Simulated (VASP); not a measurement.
Consider YbNb.

```
Yb Nb
1.0
     5.78462    0.00000    0.00000
     0.00000    5.78462    0.00000
     0.00000    0.00000    5.78462
Yb Nb
4 4
Direct
  0.50000 0.00000 0.00000
  0.00000 0.50000 0.00000
  0.00000 0.00000 0.50000
  0.50000 0.50000 0.50000
  0.00000 0.00000 0.00000
  0.50000 0.50000 0.00000
  0.50000 0.00000 0.50000
  0.00000 0.50000 0.50000
```

Space group Fm-3m; a generated structure, not necessarily the stable one.

Theory: VASP, Kohn-Sham DFT of a periodic cell, PBE, VASP PAW PBE potentials, recommended.

### Predict the valence pseudo-density and electron localisation function between the atoms.

Yb–Nb (2.89 Å): ρ at the midpoint is about 0.25 e/Å³; the ELF is about 0.20 at the midpoint; no localised pair shows between them.

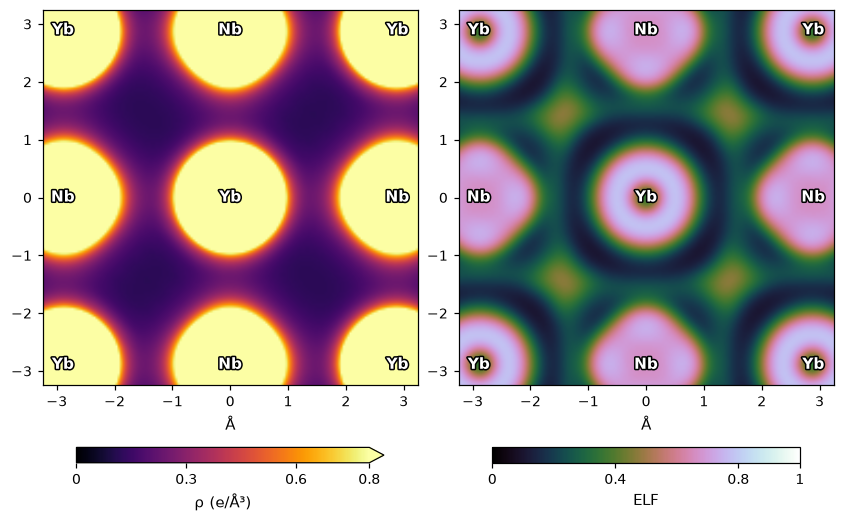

Computed valence pseudo-density and electron localisation function on the (001) plane of the conventional cell, in this order. 

The density is the valence pseudo-density of a PAW calculation; it isn't the true density close to the nuclei.
